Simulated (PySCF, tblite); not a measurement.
# C₇H₁₂BF: geometry, infrared bands and NMR shifts

Aim: predict the infrared bands and NMR shifts of C₇H₁₂BF (`C=C1CCC(BF)CC1`).

Computed with tblite 0.8.0 and PySCF 2.14.0, with density-fitted response routines of our own, on a single molecule in the gas phase. Atoms count from 0, in the outputs and in this text.

### 1 Starting geometry

21 atoms, charge 0, multiplicity 1; geometry from: force field or distance geometry start.

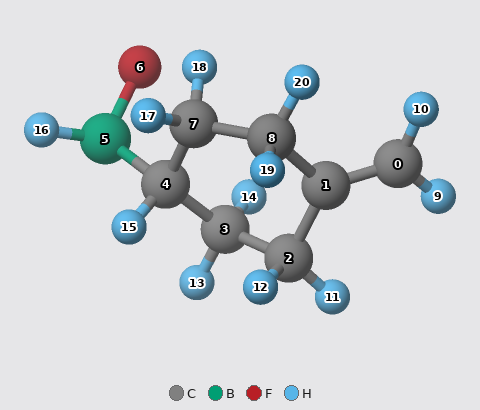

The starting geometry (carbon grey, boron teal, fluorine red, hydrogen blue), atoms numbered; sticks join atoms by distance.

### 2 Geometry optimisation with GFN2-xTB

The job: settings as JSON, then the geometry in Å.

```
{"job": {"kind": "relax", "xc": "GFN2-xTB", "basis": "xTB"}, "charge": 0, "multiplicity": 1}
C     -2.605900    -0.297000    -0.420300
C     -1.483300     0.025400     0.164600
C     -0.865900     1.392800     0.109400
C      0.408900     1.218400    -0.663700
C      1.323100     0.287400     0.071000
B      2.577500    -0.145900    -0.844300
F      2.214700    -1.173500    -1.819300
C      0.769200    -0.983700     0.568300
C     -0.674800    -0.979300     0.979700
H     -3.211200     0.393800    -0.995600
H     -2.998200    -1.327800    -0.325900
H     -1.563100     2.140300    -0.313900
H     -0.608100     1.622200     1.187200
H      0.886700     2.232200    -0.740400
H      0.219300     0.921400    -1.702000
H      1.758500     0.837200     0.945400
H      3.565000    -0.393000    -0.216400
H      1.390200    -1.320100     1.431500
H      0.862500    -1.742700    -0.257200
H     -0.835700    -0.726300     2.043900
H     -1.138300    -1.964800     0.797500
```

On the command line:

```console
$ OMP_NUM_THREADS=1 python probes_run.py task.json out
```

The driver reads the jobs from task.json and runs them one after another.

**Question.** This job is followed by: GFN2-xTB harmonic vibrations, gas phase; GIAO PBE0/pcSseg-1 NMR shielding, non-relativistic, gas phase. What will the session give for the following? strongest single infrared mode (GFN2-xTB); zero-point energy (GFN2-xTB); ¹³C shifts against TMS (PBE0/pcSseg-1, means over atoms taken as alike); ¹H shifts against TMS (PBE0/pcSseg-1, means over atoms taken as alike); ¹¹B shifts against BF3·OEt2 (PBE0/pcSseg-1); ¹⁹F shifts against CFCl3 (PBE0/pcSseg-1); surface potential, least and greatest.

**Answer**, as computed:

| quantity | value |
| --- | --- |
| strongest single infrared mode (GFN2-xTB) | 1293 cm⁻¹, 267 km/mol |
| zero-point energy (GFN2-xTB) | 110.6 kcal/mol |
| ¹³C shifts against TMS (PBE0/pcSseg-1, means over atoms taken as alike) | 158.3, 113.3, 41.2, 38.0, 32.7 ppm |
| ¹H shifts against TMS (PBE0/pcSseg-1, means over atoms taken as alike) | 5.50, 5.00, 2.42, 2.21, 2.04, 1.12, 0.71 ppm |
| ¹¹B shifts against BF3·OEt2 (PBE0/pcSseg-1) | 56.9 ppm |
| ¹⁹F shifts against CFCl3 (PBE0/pcSseg-1) | -5.6 ppm |
| surface potential, least and greatest | -0.76 V and 1.52 V |

In words: Relaxing lowered the energy by 1.393 eV in 167 steps; the close pair that moved most is B5–F6, from 1.462 to 1.316 Å. No mode is imaginary among the 57: a minimum at this level. The strongest single mode, at 1293 cm⁻¹, is spread over many atoms; the largest shares are those of B5, F6. GFN2-xTB is a fitted tight-binding method: band positions and strengths are rough. Its intensities can rank the bands wrongly. C1 (fully substituted alkene carbon) lies farthest downfield among carbon, at 158.3 ppm; the olefinic region. At PBE0/pcSseg-1: Shielding is most anisotropic at F6 (span 517 ppm, paramagnetic term -290 ppm). At PBE0/pcSseg-1, counted by nearest atom on the grid, the HOMO lies on C0 37 %; C1 28 %, the LUMO on B5 51 %; H16 15 %.
